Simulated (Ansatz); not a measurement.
# CH4BF: the cost of one run

Program: Ansatz 0.2.0. Level of theory: RKS LDA/def2-SVP. These are calculated values, not measurements.

**1. The structure to begin with**

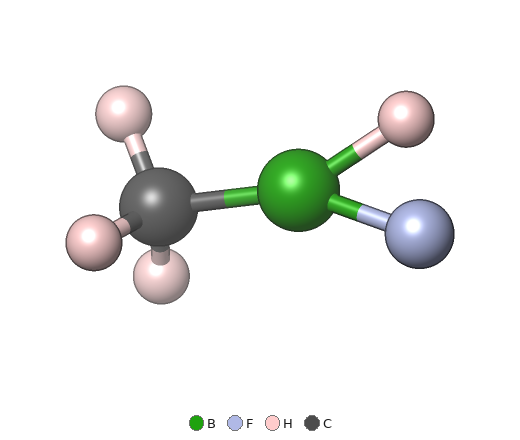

The starting structure, seen from a chosen angle (boron green, fluorine light blue, hydrogen pink, carbon dark grey).

Structure file:

```xyz
7

B     0.0000    0.0000    0.0000
F     0.8785    0.0000    1.2404
H     1.3883    0.0000    0.0683
C    -1.3856    0.0000   -0.8000
H    -1.9458   -0.9305   -0.5708
H    -1.9898    0.8797   -0.4946
H    -1.1839    0.0508   -1.8903
```

**2. A restrained relaxation towards end A**

Springs on the bonds that form and break draw the guess towards this end; the thresholds are loose.

Input file input.yaml:

```yaml
crystal:
  periodic: [false, false, false]
  atoms:
    - { symbol: B, position_ang: [0.0, 0.0, 0.0] }
    - { symbol: F, position_ang: [0.8785, 0.0, 1.2404] }
    - { symbol: H, position_ang: [1.3883, 0.0, 0.0683] }
    - { symbol: C, position_ang: [-1.3856, 0.0, -0.8] }
    - { symbol: H, position_ang: [-1.9458, -0.9305, -0.5708] }
    - { symbol: H, position_ang: [-1.9898, 0.8797, -0.4946] }
    - { symbol: H, position_ang: [-1.1839, 0.0508, -1.8903] }
basis:
  gaussian: { orbitals: def2-SVP }
hamiltonian:
  xc: lda
relax:
  f_tol: 0.15
  max_steps: 25
  restrain:
    - { distance: [1, 2], at: 2.12, k: 30.0 }
    - { distance: [0, 1], at: 1.32, k: 30.0 }
    - { distance: [0, 2], at: 1.19, k: 30.0 }
output:
  orbitals: {}
```

The run is started by

```bash
> ansatz run input.yaml --threads 1 --pin off --max-ram 2048MiB --backend cpu --events-out ev --progress --plain --runs-dir out
```

Q: Estimate wall time and peak memory on 1 thread of Arm Neoverse V2, shared host.

About 8.2 s, with a peak of 0.12 GiB.
